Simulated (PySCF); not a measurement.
**C₄H₅ClSi: electronic excitations at several levels of theory**

How much do the electronic excitations of C₄H₅ClSi (`ClC1=C[SiH2]C=C1`) depend on the level of theory, and what does each level cost?

Programs: PySCF 2.14.0, with density-fitted response routines of our own. Each step states its level of theory. These are calculated values for one molecule in the gas phase, unless marked as measured. Atoms are numbered from 0 throughout.

## 1. The molecule as given

11 atoms, charge 0, multiplicity 1; geometry from: PBE0-D3(BJ)/def2-SVP.

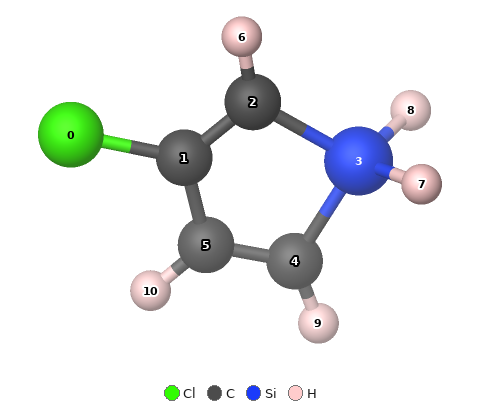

The starting geometry (chlorine green, carbon dark grey, silicon blue, hydrogen pink), atoms numbered.

## 2. Ultraviolet spectrum: LDA/def2-SVPD

The job: settings as JSON, then the geometry in Å.

```
{"job": {"kind": "uv", "xc": "LDA", "basis": "def2-SVPD", "ip": true}, "charge": 0, "multiplicity": 1}
Cl     1.286349    -0.009918    -0.109304
C     -0.432927    -0.138426    -0.255674
C     -1.111485    -1.302139    -0.265409
Si    -2.912565    -0.834225    -0.451475
C     -2.530102     1.002636    -0.498047
C     -1.194869     1.128483    -0.379275
H     -0.617118    -2.270161    -0.183344
H     -3.766326    -1.236292     0.707231
H     -3.541273    -1.350663    -1.704904
H     -3.189817     1.867392    -0.591326
H     -0.649491     2.077241    -0.366657
```

Level: TDDFT LDA/def2-SVPD, vertical, gas phase, core orbitals frozen in the response.

Run with:

```
$ OMP_NUM_THREADS=1 python probes_run.py task.json out
```

One launch serves the whole session: the jobs run in the order shown.

Standard output:

```text
coarse grid: 10696 points
cycle   1  E = -900.4964225159  dE =  5.676e-01  |g| = 5.093e-01  |ddm| = 7.306e+00
cycle   2  E = -900.3202967603  dE =  1.761e-01  |g| = 9.217e-01  |ddm| = 2.019e+00
cycle   3  E = -900.5534157640  dE = -2.331e-01  |g| = 2.084e-01  |ddm| = 1.537e+00
cycle   4  E = -900.5652674724  dE = -1.185e-02  |g| = 6.955e-02  |ddm| = 5.491e-01
cycle   5  E = -900.5666000664  dE = -1.333e-03  |g| = 2.877e-02  |ddm| = 2.036e-01
cycle   6  E = -900.5668111576  dE = -2.111e-04  |g| = 8.994e-03  |ddm| = 5.067e-02
cycle   7  E = -900.5668311948  dE = -2.004e-05  |g| = 4.675e-03  |ddm| = 2.092e-02
cycle   8  E = -900.5668372074  dE = -6.013e-06  |g| = 1.073e-03  |ddm| = 7.193e-03
final grid: 95368 points
cycle   9  E = -900.6873709701  dE = -2.531e-05  |g| = 3.214e-03  |ddm| = 1.294e-01
cycle  10  E = -900.6873558326  dE =  1.514e-05  |g| = 7.763e-03  |ddm| = 1.815e-02
cycle  11  E = -900.6873733367  dE = -1.750e-05  |g| = 1.502e-03  |ddm| = 1.270e-02
cycle  12  E = -900.6873739479  dE = -6.112e-07  |g| = 2.714e-04  |ddm| = 2.314e-03
cycle  13  E = -900.6873739638  dE = -1.590e-08  |g| = 1.263e-04  |ddm| = 6.702e-04
cycle  14  E = -900.6873739677  dE = -3.863e-09  |g| = 5.714e-05  |ddm| = 3.623e-04
cycle  15  E = -900.6873739686  dE = -9.118e-10  |g| = 1.110e-05  |ddm| = 1.278e-04
converged SCF energy = -900.6873739686

Static polarisability (au): isotropic 90.065, principal 62.082 85.842 122.271

Singlet excitations
state   eV       nm        f      main configurations
  1   4.0396    306.9   0.03323   H->L 0.94
  2   4.7401    261.6   0.00110   H-2->L 0.99
  3   5.1578    240.4   0.10030   H-1->L 0.84, H->L+2 0.11
  4   5.3906    230.0   0.00291   H-3->L 0.96
  5   5.5723    222.5   0.00255   H->L+1 0.99
  6   5.7585    215.3   0.00166   H-4->L 0.95
  7   5.9416    208.7   0.00003   H->L+3 0.97
  8   6.1805    200.6   0.02245   H-5->L 0.96
  9   6.2294    199.0   0.00352   H->L+4 0.98
 10   6.4870    191.1   0.16733   H->L+2 0.66, H-6->L 0.20

Triplet excitations (Tamm-Dancoff, eV): 2.8429 4.3267 4.6165 4.9986
Vertical ionisation energy (delta-SCF) = 9.0226 eV
Vertical electron affinity (delta-SCF) = 0.3140 eV
```

Wall time 50 s (1 thread of Arm Neoverse V1, shared host); peak memory 0.52 GiB.

Frontier orbitals and where they lie:

| orbital | eV | atoms |
| --- | --- | --- |
| HOMO−3 | -8.11 | C4 31 %, Si3 24 %, C5 14 % |
| HOMO−2 | -7.62 | Cl0 67 %, C2 11 %, C1 7 % |
| HOMO−1 | -7.57 | Cl0 29 %, C5 21 %, C4 15 % |
| HOMO | -6.20 | C2 30 %, C1 18 %, C4 18 % |
| LUMO | -2.95 | C4 21 %, C5 18 %, C2 17 % |
| LUMO+1 | -0.72 | Cl0 30 %, Si3 23 %, C1 15 % |
| LUMO+2 | -0.33 | C1 23 %, C5 22 %, C4 13 % |

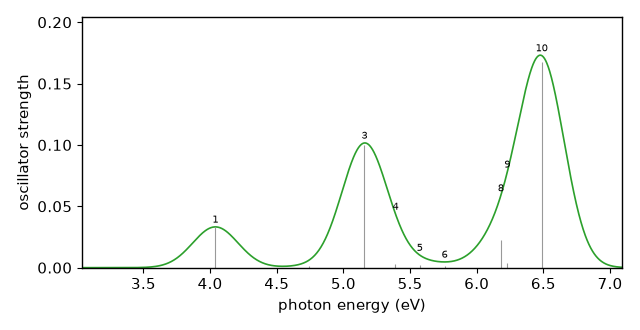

Absorption spectrum from the 10 singlet states computed; above the last one it falls off for lack of states. Lines are broadened to a width of 0.40 eV (Gaussian).

Ground-state properties from the same run:

| property | computed |
| --- | --- |
| dipole moment (D) | 1.23 |
| polarisability (Å³) | 13.35 |
| HOMO–LUMO gap (eV) | 3.25 |
| −ε(HOMO) (eV) | 6.20 |

## 3. TDDFT and polarisability: PBE/def2-SVPD

Settings changed since step 2:

```diff
@@ -1,2 +1,2 @@
-{"job": {"kind": "uv", "xc": "LDA", "basis": "def2-SVPD", "ip": true}, "charge": 0, "multiplicity": 1}
+{"job": {"kind": "uv", "xc": "PBE", "basis": "def2-SVPD", "ip": true}, "charge": 0, "multiplicity": 1}
 Cl     1.286349    -0.009918    -0.109304
```

Level: TDDFT PBE/def2-SVPD, vertical, gas phase, core orbitals frozen in the response.

Standard output:

```text
coarse grid: 10696 points
cycle   1  E = -904.0053149089  dE =  5.784e-01  |g| = 4.979e-01  |ddm| = 7.277e+00
cycle   2  E = -903.8473827565  dE =  1.579e-01  |g| = 8.825e-01  |ddm| = 2.005e+00
cycle   3  E = -904.0589141163  dE = -2.115e-01  |g| = 2.130e-01  |ddm| = 1.496e+00
cycle   4  E = -904.0715923297  dE = -1.268e-02  |g| = 6.315e-02  |ddm| = 5.576e-01
cycle   5  E = -904.0727128066  dE = -1.120e-03  |g| = 2.543e-02  |ddm| = 1.923e-01
cycle   6  E = -904.0728775671  dE = -1.648e-04  |g| = 8.231e-03  |ddm| = 4.808e-02
cycle   7  E = -904.0728948086  dE = -1.724e-05  |g| = 4.164e-03  |ddm| = 1.878e-02
cycle   8  E = -904.0728996163  dE = -4.808e-06  |g| = 9.821e-04  |ddm| = 6.462e-03
final grid: 95368 points
cycle   9  E = -904.2138515693  dE = -1.891e-05  |g| = 8.636e-03  |ddm| = 1.590e-01
cycle  10  E = -904.2138007086  dE =  5.086e-05  |g| = 1.554e-02  |ddm| = 4.362e-02
cycle  11  E = -904.2138710279  dE = -7.032e-05  |g| = 3.076e-03  |ddm| = 3.059e-02
cycle  12  E = -904.2138734817  dE = -2.454e-06  |g| = 8.158e-04  |ddm| = 4.890e-03
cycle  13  E = -904.2138736809  dE = -1.992e-07  |g| = 1.912e-04  |ddm| = 1.703e-03
cycle  14  E = -904.2138736917  dE = -1.085e-08  |g| = 4.430e-05  |ddm| = 5.068e-04
cycle  15  E = -904.2138736921  dE = -4.075e-10  |g| = 2.235e-05  |ddm| = 1.570e-04
converged SCF energy = -904.2138736921

Static polarisability (au): isotropic 88.949, principal 61.031 84.938 120.877

Singlet excitations
state   eV       nm        f      main configurations
  1   4.0482    306.3   0.03315   H->L 0.95
  2   4.8039    258.1   0.00106   H-2->L 1.00
  3   5.1967    238.6   0.09625   H-1->L 0.84, H->L+3 0.12
  4   5.4771    226.4   0.00256   H-3->L 0.96
  5   5.5476    223.5   0.00245   H->L+1 0.99
  6   5.8329    212.6   0.00215   H-4->L 0.92
  7   5.9065    209.9   0.00006   H->L+2 0.95
  8   6.2197    199.3   0.00455   H->L+4 0.98
  9   6.2763    197.5   0.01534   H-5->L 0.96
 10   6.5113    190.4   0.17579   H->L+3 0.65, H-6->L 0.20

Triplet excitations (Tamm-Dancoff, eV): 2.6888 4.2532 4.6537 5.0292
Vertical ionisation energy (delta-SCF) = 8.7870 eV
Vertical electron affinity (delta-SCF) = 0.1598 eV
```

It took 69 s on 1 thread of Arm Neoverse V1, shared host; peak memory 0.64 GiB.

In short: HOMO -6.03 eV, LUMO -2.76 eV; lowest singlet 4.05 eV.

## 4. Excited states and response: B3LYP/def2-SVPD

Settings changed since step 3:

```diff
@@ -1,2 +1,2 @@
-{"job": {"kind": "uv", "xc": "PBE", "basis": "def2-SVPD", "ip": true}, "charge": 0, "multiplicity": 1}
+{"job": {"kind": "uv", "xc": "B3LYP", "basis": "def2-SVPD", "ip": true}, "charge": 0, "multiplicity": 1}
 Cl     1.286349    -0.009918    -0.109304
```

Method: TDDFT B3LYP/def2-SVPD, vertical, gas phase, core orbitals frozen in the response.

Standard output:

```text
coarse grid: 10696 points
cycle   1  E = -904.6286609169  dE =  6.827e-01  |g| = 4.178e-01  |ddm| = 6.756e+00
cycle   2  E = -904.5810752867  dE =  4.759e-02  |g| = 5.956e-01  |ddm| = 1.539e+00
cycle   3  E = -904.6697568212  dE = -8.868e-02  |g| = 1.252e-01  |ddm| = 1.054e+00
cycle   4  E = -904.6739852668  dE = -4.228e-03  |g| = 3.474e-02  |ddm| = 3.691e-01
cycle   5  E = -904.6743112245  dE = -3.260e-04  |g| = 1.146e-02  |ddm| = 9.956e-02
cycle   6  E = -904.6743483266  dE = -3.710e-05  |g| = 2.269e-03  |ddm| = 2.516e-02
cycle   7  E = -904.6743495059  dE = -1.179e-06  |g| = 1.063e-03  |ddm| = 5.348e-03
final grid: 95368 points
cycle   8  E = -904.7893746758  dE = -2.076e-05  |g| = 3.893e-03  |ddm| = 1.175e-01
cycle   9  E = -904.7893690961  dE =  5.580e-06  |g| = 5.862e-03  |ddm| = 1.607e-02
cycle  10  E = -904.7893788314  dE = -9.735e-06  |g| = 8.242e-04  |ddm| = 9.211e-03
cycle  11  E = -904.7893790018  dE = -1.704e-07  |g| = 1.906e-04  |ddm| = 1.352e-03
cycle  12  E = -904.7893790116  dE = -9.820e-09  |g| = 6.035e-05  |ddm| = 4.332e-04
cycle  13  E = -904.7893790126  dE = -9.763e-10  |g| = 1.967e-05  |ddm| = 1.477e-04
converged SCF energy = -904.7893790126

Static polarisability (au): isotropic 86.478, principal 60.050 82.932 116.452

Singlet excitations
state   eV       nm        f      main configurations
  1   4.2694    290.4   0.04009   H->L 0.98
  2   5.4729    226.5   0.00105   H-2->L 0.95
  3   5.7280    216.5   0.11445   H-1->L 0.86, H->L+3 0.12
  4   5.9050    210.0   0.00340   H->L+1 0.96
  5   5.9134    209.7   0.00359   H-3->L 0.91
  6   6.2077    199.7   0.00001   H->L+2 0.96
  7   6.3237    196.1   0.00201   H-4->L 0.92
  8   6.5323    189.8   0.00595   H->L+4 0.94
  9   6.8954    179.8   0.15816   H->L+3 0.59, H-5->L 0.22
 10   7.0120    176.8   0.00027   H->L+5 0.96

Triplet excitations (Tamm-Dancoff, eV): 2.7052 4.4300 5.2280 5.4895
Vertical ionisation energy (delta-SCF) = 8.8578 eV
Vertical electron affinity (delta-SCF) = 0.1199 eV
```

Run time: 56 s. Hardware: 1 thread of Arm Neoverse V1, shared host; peak memory 0.8 GiB.

Key values: HOMO -6.82 eV, LUMO -2.05 eV; lowest singlet 4.27 eV.

## 5. Excited states and response: PBE0/def2-SVPD

Settings changed since step 4:

```diff
@@ -1,2 +1,2 @@
-{"job": {"kind": "uv", "xc": "B3LYP", "basis": "def2-SVPD", "ip": true}, "charge": 0, "multiplicity": 1}
+{"job": {"kind": "uv", "xc": "PBE0", "basis": "def2-SVPD", "ip": true}, "charge": 0, "multiplicity": 1}
 Cl     1.286349    -0.009918    -0.109304
```

Method: TDDFT PBE0/def2-SVPD, vertical, gas phase, core orbitals frozen in the response.

Standard output:

```text
coarse grid: 10696 points
cycle   1  E = -904.1527821078  dE =  7.132e-01  |g| = 3.765e-01  |ddm| = 6.673e+00
cycle   2  E = -904.1218525190  dE =  3.093e-02  |g| = 5.166e-01  |ddm| = 1.438e+00
cycle   3  E = -904.1869136797  dE = -6.506e-02  |g| = 1.041e-01  |ddm| = 1.010e+00
cycle   4  E = -904.1898402888  dE = -2.927e-03  |g| = 2.940e-02  |ddm| = 3.307e-01
cycle   5  E = -904.1900741971  dE = -2.339e-04  |g| = 8.914e-03  |ddm| = 8.763e-02
cycle   6  E = -904.1900967523  dE = -2.256e-05  |g| = 1.722e-03  |ddm| = 2.071e-02
cycle   7  E = -904.1900973496  dE = -5.973e-07  |g| = 9.583e-04  |ddm| = 4.183e-03
final grid: 95368 points
cycle   8  E = -904.2953966425  dE = -1.619e-05  |g| = 5.155e-03  |ddm| = 1.127e-01
cycle   9  E = -904.2953906843  dE =  5.958e-06  |g| = 6.879e-03  |ddm| = 2.718e-02
cycle  10  E = -904.2954042039  dE = -1.352e-05  |g| = 1.107e-03  |ddm| = 1.470e-02
cycle  11  E = -904.2954045041  dE = -3.002e-07  |g| = 2.302e-04  |ddm| = 1.999e-03
cycle  12  E = -904.2954045175  dE = -1.336e-08  |g| = 7.364e-05  |ddm| = 5.973e-04
cycle  13  E = -904.2954045189  dE = -1.430e-09  |g| = 2.412e-05  |ddm| = 2.379e-04
cycle  14  E = -904.2954045191  dE = -1.410e-10  |g| = 1.088e-05  |ddm| = 7.069e-05
converged SCF energy = -904.2954045191

Static polarisability (au): isotropic 85.681, principal 59.566 82.065 115.412

Singlet excitations
state   eV       nm        f      main configurations
  1   4.3498    285.0   0.04034   H->L 0.98
  2   5.6027    221.3   0.00082   H-2->L 0.91
  3   5.8809    210.8   0.12751   H-1->L 0.87, H->L+3 0.11
  4   5.9992    206.7   0.00522   H-3->L 0.88
  5   6.0897    203.6   0.00279   H->L+1 0.94
  6   6.4120    193.4   0.00078   H-4->L 0.63, H->L+2 0.31
  7   6.4468    192.3   0.00045   H->L+2 0.64, H-4->L 0.31
  8   6.7526    183.6   0.00537   H->L+4 0.94
  9   7.0676    175.4   0.15726   H->L+3 0.58, H-5->L 0.26
 10   7.2126    171.9   0.13337   H-5->L 0.71, H->L+3 0.19

Triplet excitations (Tamm-Dancoff, eV): 2.6594 4.4010 5.2722 5.5402
Vertical ionisation energy (delta-SCF) = 8.8838 eV
Vertical electron affinity (delta-SCF) = 0.1387 eV
```

Run time: 58 s. Hardware: 1 thread of Arm Neoverse V1, shared host; peak memory 0.8 GiB.

In short: HOMO -7.06 eV, LUMO -1.88 eV; lowest singlet 4.35 eV.

## 6. TDDFT and polarisability: BHandHLYP/def2-SVPD

Settings changed since step 5:

```diff
@@ -1,2 +1,2 @@
-{"job": {"kind": "uv", "xc": "PBE0", "basis": "def2-SVPD", "ip": true}, "charge": 0, "multiplicity": 1}
+{"job": {"kind": "uv", "xc": "BHandHLYP", "basis": "def2-SVPD", "ip": true}, "charge": 0, "multiplicity": 1}
 Cl     1.286349    -0.009918    -0.109304
```

Method: TDDFT BHandHLYP/def2-SVPD, vertical, gas phase, core orbitals frozen in the response.

Standard output:

```text
coarse grid: 10696 points
cycle   1  E = -904.5366142387  dE =  8.727e-01  |g| = 3.668e-01  |ddm| = 6.079e+00
cycle   2  E = -904.5449026205  dE = -8.288e-03  |g| = 3.715e-01  |ddm| = 1.430e+00
cycle   3  E = -904.5765410300  dE = -3.164e-02  |g| = 7.392e-02  |ddm| = 9.054e-01
cycle   4  E = -904.5779672536  dE = -1.426e-03  |g| = 3.084e-02  |ddm| = 2.625e-01
cycle   5  E = -904.5782427234  dE = -2.755e-04  |g| = 4.989e-03  |ddm| = 8.781e-02
cycle   6  E = -904.5782493262  dE = -6.603e-06  |g| = 1.461e-03  |ddm| = 1.373e-02
final grid: 95368 points
cycle   7  E = -904.6532161291  dE = -1.031e-05  |g| = 2.803e-03  |ddm| = 7.007e-02
cycle   8  E = -904.6532157462  dE =  3.829e-07  |g| = 3.054e-03  |ddm| = 1.225e-02
cycle   9  E = -904.6532182074  dE = -2.461e-06  |g| = 3.646e-04  |ddm| = 5.828e-03
cycle  10  E = -904.6532182412  dE = -3.384e-08  |g| = 1.206e-04  |ddm| = 1.228e-03
cycle  11  E = -904.6532182455  dE = -4.266e-09  |g| = 3.699e-05  |ddm| = 3.280e-04
cycle  12  E = -904.6532182459  dE = -4.400e-10  |g| = 1.413e-05  |ddm| = 8.549e-05
converged SCF energy = -904.6532182459

Static polarisability (au): isotropic 83.549, principal 58.605 80.318 111.723

Singlet excitations
state   eV       nm        f      main configurations
  1   4.5057    275.2   0.04758   H->L 0.97
  2   6.1595    201.3   0.00009   H-2->L 0.56, H-3->L 0.30, H-4->L 0.09
  3   6.4339    192.7   0.00532   H->L+1 0.74
  4   6.5539    189.2   0.17992   H-1->L 0.90
  5   6.6090    187.6   0.00685   H-3->L 0.60, H-2->L 0.28
  6   6.6660    186.0   0.00048   H->L+2 0.86
  7   7.0181    176.7   0.00736   H->L+3 0.57, H->L+4 0.09, H-4->L 0.09
  8   7.0408    176.1   0.00060   H-4->L 0.75
  9   7.4506    166.4   0.33174   H->L+5 0.85
 10   7.5845    163.5   0.00062   H->L+4 0.63, H->L+3 0.20, H->L+1 0.08

Triplet excitations (Tamm-Dancoff, eV): 2.6246 4.4216 5.7196 6.1073
Vertical ionisation energy (delta-SCF) = 8.7591 eV
```

Run time: 41 s. Hardware: 1 thread of Arm Neoverse V1, shared host; peak memory 0.8 GiB.

In short: HOMO -7.90 eV, LUMO -0.83 eV; lowest singlet 4.51 eV.

## 7. Excited states and response: CAM-B3LYP/def2-SVPD

Settings changed since step 6:

```diff
@@ -1,2 +1,2 @@
-{"job": {"kind": "uv", "xc": "BHandHLYP", "basis": "def2-SVPD", "ip": true}, "charge": 0, "multiplicity": 1}
+{"job": {"kind": "uv", "xc": "CAM-B3LYP", "basis": "def2-SVPD", "ip": true}, "charge": 0, "multiplicity": 1}
 Cl     1.286349    -0.009918    -0.109304
```

Level: TDDFT CAM-B3LYP/def2-SVPD, vertical, gas phase, core orbitals frozen in the response.

Standard output:

```text
coarse grid: 10696 points
cycle   1  E = -904.5190303132  dE =  8.420e-01  |g| = 3.793e-01  |ddm| = 6.307e+00
cycle   2  E = -904.5187482390  dE =  2.821e-04  |g| = 4.212e-01  |ddm| = 1.463e+00
cycle   3  E = -904.5590918894  dE = -4.034e-02  |g| = 6.966e-02  |ddm| = 8.951e-01
cycle   4  E = -904.5603577136  dE = -1.266e-03  |g| = 2.841e-02  |ddm| = 2.364e-01
cycle   5  E = -904.5605879255  dE = -2.302e-04  |g| = 5.751e-03  |ddm| = 7.835e-02
cycle   6  E = -904.5605968726  dE = -8.947e-06  |g| = 1.500e-03  |ddm| = 1.463e-02
final grid: 95368 points
cycle   7  E = -904.6778187936  dE = -1.682e-05  |g| = 3.288e-03  |ddm| = 7.199e-02
cycle   8  E = -904.6778181823  dE =  6.113e-07  |g| = 3.642e-03  |ddm| = 1.337e-02
cycle   9  E = -904.6778216005  dE = -3.418e-06  |g| = 4.288e-04  |ddm| = 6.427e-03
cycle  10  E = -904.6778216452  dE = -4.472e-08  |g| = 1.426e-04  |ddm| = 1.303e-03
cycle  11  E = -904.6778216512  dE = -6.006e-09  |g| = 4.319e-05  |ddm| = 3.693e-04
cycle  12  E = -904.6778216518  dE = -5.812e-10  |g| = 1.661e-05  |ddm| = 9.521e-05
converged SCF energy = -904.6778216518

Static polarisability (au): isotropic 84.759, principal 59.513 81.333 113.431

Singlet excitations
state   eV       nm        f      main configurations
  1   4.4759    277.0   0.04432   H->L 0.97
  2   5.9035    210.0   0.00017   H-2->L 0.63, H-3->L 0.26, H-4->L 0.08
  3   6.2972    196.9   0.16250   H-1->L 0.89
  4   6.3094    196.5   0.00870   H-3->L 0.68, H-2->L 0.26
  5   6.3763    194.4   0.00272   H->L+1 0.74
  6   6.6323    186.9   0.00012   H->L+2 0.87
  7   6.7293    184.2   0.00033   H-4->L 0.86
  8   6.9799    177.6   0.00788   H->L+3 0.68, H->L+1 0.08
  9   7.2912    170.0   0.27482   H->L+5 0.80
 10   7.6059    163.0   0.00059   H->L+4 0.68, H->L+3 0.13

Triplet excitations (Tamm-Dancoff, eV): 2.7254 4.4790 5.5060 5.8594
Vertical ionisation energy (delta-SCF) = 8.9667 eV
Vertical electron affinity (delta-SCF) = 0.0932 eV
```

It took 69 s on 1 thread of Arm Neoverse V1, shared host; peak memory 0.91 GiB.

Key values: HOMO -8.29 eV, LUMO -0.73 eV; lowest singlet 4.48 eV.

## 8. Ultraviolet spectrum: wB97X-D/def2-SVPD

Settings changed since step 7:

```diff
@@ -1,2 +1,2 @@
-{"job": {"kind": "uv", "xc": "CAM-B3LYP", "basis": "def2-SVPD", "ip": true}, "charge": 0, "multiplicity": 1}
+{"job": {"kind": "uv", "xc": "wB97X-D", "basis": "def2-SVPD", "ip": true}, "charge": 0, "multiplicity": 1}
 Cl     1.286349    -0.009918    -0.109304
```

Level: TDDFT wB97X-D/def2-SVPD, vertical, gas phase, core orbitals frozen in the response.

Standard output:

```text
coarse grid: 10696 points
cycle   1  E = -904.5326807493  dE =  8.742e-01  |g| = 3.686e-01  |ddm| = 6.025e+00
cycle   2  E = -904.5418511730  dE = -9.170e-03  |g| = 3.685e-01  |ddm| = 1.496e+00
cycle   3  E = -904.5728017592  dE = -3.095e-02  |g| = 5.705e-02  |ddm| = 9.013e-01
cycle   4  E = -904.5737514630  dE = -9.497e-04  |g| = 2.360e-02  |ddm| = 2.018e-01
cycle   5  E = -904.5739232381  dE = -1.718e-04  |g| = 4.883e-03  |ddm| = 8.142e-02
cycle   6  E = -904.5739310502  dE = -7.812e-06  |g| = 1.522e-03  |ddm| = 1.540e-02
final grid: 95368 points
cycle   7  E = -904.6913147162  dE = -6.463e-05  |g| = 3.856e-03  |ddm| = 1.872e-01
cycle   8  E = -904.6913164628  dE = -1.747e-06  |g| = 2.937e-03  |ddm| = 2.546e-02
cycle   9  E = -904.6913185235  dE = -2.061e-06  |g| = 6.969e-04  |ddm| = 5.797e-03
cycle  10  E = -904.6913186576  dE = -1.342e-07  |g| = 2.612e-04  |ddm| = 2.619e-03
cycle  11  E = -904.6913186782  dE = -2.057e-08  |g| = 6.889e-05  |ddm| = 8.451e-04
cycle  12  E = -904.6913186803  dE = -2.112e-09  |g| = 3.462e-05  |ddm| = 2.066e-04
cycle  13  E = -904.6913186809  dE = -5.523e-10  |g| = 9.230e-06  |ddm| = 1.284e-04
converged SCF energy = -904.6913186809

Static polarisability (au): isotropic 84.764, principal 59.676 81.404 113.210

Singlet excitations
state   eV       nm        f      main configurations
  1   4.4698    277.4   0.04442   H->L 0.97
  2   5.8741    211.1   0.00020   H-2->L 0.64, H-3->L 0.25, H-4->L 0.08
  3   6.2612    198.0   0.16245   H-1->L 0.89
  4   6.2803    197.4   0.00747   H-3->L 0.70, H-2->L 0.26
  5   6.4692    191.7   0.00292   H->L+1 0.79
  6   6.6972    185.1   0.00012   H-4->L 0.87
  7   6.8255    181.6   0.00018   H->L+2 0.85
  8   7.1259    174.0   0.00711   H->L+3 0.75, H->L+1 0.08
  9   7.3351    169.0   0.26101   H->L+4 0.77, H-5->L 0.09
 10   7.7593    159.8   0.08339   H-5->L 0.87

Triplet excitations (Tamm-Dancoff, eV): 2.7979 4.5717 5.5077 5.8550
Vertical ionisation energy (delta-SCF) = 8.9542 eV
Vertical electron affinity (delta-SCF) = 0.0650 eV
```

Wall time 65 s (1 thread of Arm Neoverse V1, shared host); peak memory 0.86 GiB.

This run: HOMO -8.86 eV, LUMO -0.12 eV; lowest singlet 4.47 eV.

[end of part 1 of 2]
